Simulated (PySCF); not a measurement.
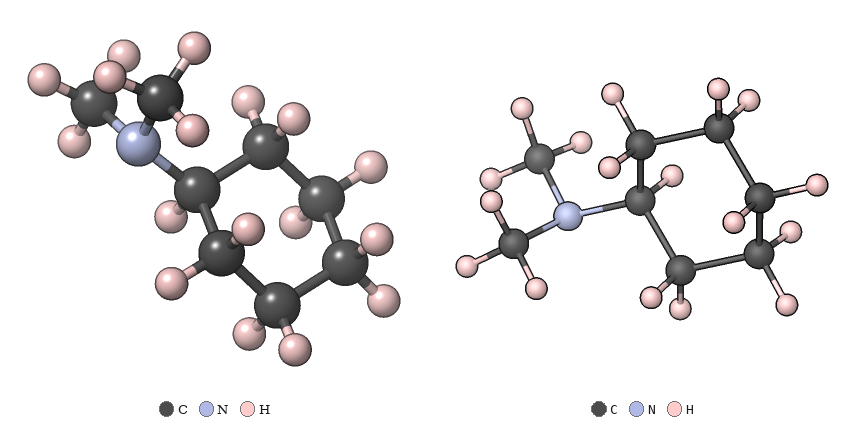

The same structure drawn twice, from different directions.

Computed geometry: PBE0-D3(BJ)/def2-SVP optimisation. No frequency run is at hand to confirm it as a minimum.

Description:

It has 26 atoms: 8 carbon, 17 hydrogen and 1 nitrogen (C8H17N). SMILES: `CN(C)C1CCCCC1`. Independent rings (smallest set): 1 of 6 members. Among its groups: tertiary amine. This geometry has C1 symmetry. Coordination, clear cases only: 8 C tetrahedral.

The parts below concern this one geometry. Atoms keep their numbers from picture to picture.

**Shape**

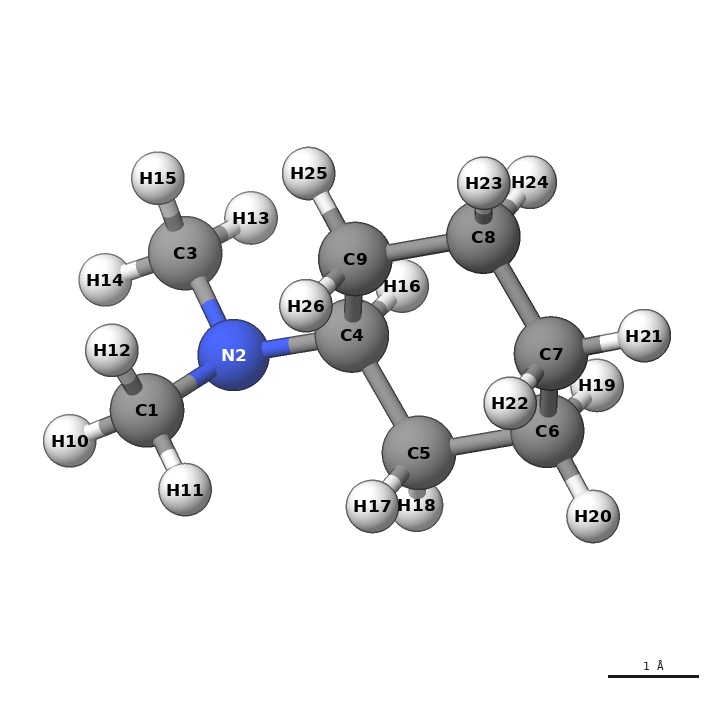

Atoms carry their numbers in the input. No frequency run is at hand to confirm it as a minimum.

List the bonds and their lengths. Leave out bonds to hydrogen.

| bond | length (Å) | order |
| --- | --- | --- |
| C1–N2 | 1.440 | single |
| N2–C3 | 1.438 | single |
| N2–C4 | 1.456 | single |
| C4–C5 | 1.528 | single |
| C4–C9 | 1.535 | single |
| C5–C6 | 1.525 | single |
| C6–C7 | 1.525 | single |
| C7–C8 | 1.525 | single |
| C8–C9 | 1.526 | single |

**Charges**

The questions are on ESP-fitted charges. No frequency run is at hand to confirm it as a minimum. Method: PBE0/pcSseg-1, gas phase (PySCF 2.14.0).

List the ESP-fitted charges.

| atom | value (e) |
| --- | --- |
| C1 | −0.24 |
| N2 | −0.34 |
| C3 | −0.36 |
| C4 | 0.28 |
| C5 | −0.22 |
| C6 | −0.07 |
| C7 | −0.04 |
| C8 | −0.10 |
| C9 | −0.15 |
| H10 | 0.13 |
| H11 | 0.09 |
| H12 | 0.08 |
| H13 | 0.12 |
| H14 | 0.16 |
| H15 | 0.11 |
| H16 | 0.06 |
| H17 | 0.11 |
| H18 | 0.05 |
| H19 | 0.04 |
| H20 | 0.04 |
| H21 | 0.02 |
| H22 | 0.03 |
| H23 | 0.04 |
| H24 | 0.04 |
| H25 | 0.06 |
| H26 | 0.07 |

**Electronic properties**

No frequency run is at hand to confirm it as a minimum. Method: PBE0/pcSseg-1, gas phase (PySCF 2.14.0).

What is the HOMO energy (Kohn–Sham orbital)?

−5.78 eV.

Estimate the LUMO energy (Kohn–Sham orbital).

1.41 eV.

What is the dipole moment?

0.54 D.

**NMR shielding**

The questions are on isotropic NMR shieldings of the H atoms. No frequency run is at hand to confirm it as a minimum. Properties computed with GIAO PBE0/pcSseg-1 NMR shielding, non-relativistic, gas phase (PySCF 2.14.0).

Give the isotropic NMR shieldings of the H atoms atom by atom.

```csv
atom,σ (ppm)
H10,29.29
H11,28.88
H12,29.55
H13,29.03
H14,28.94
H15,28.93
H16,29.36
H17,30.00
H18,29.77
H19,30.05
H20,29.60
H21,29.81
H22,30.32
H23,29.63
H24,30.25
H25,29.64
H26,30.47
```
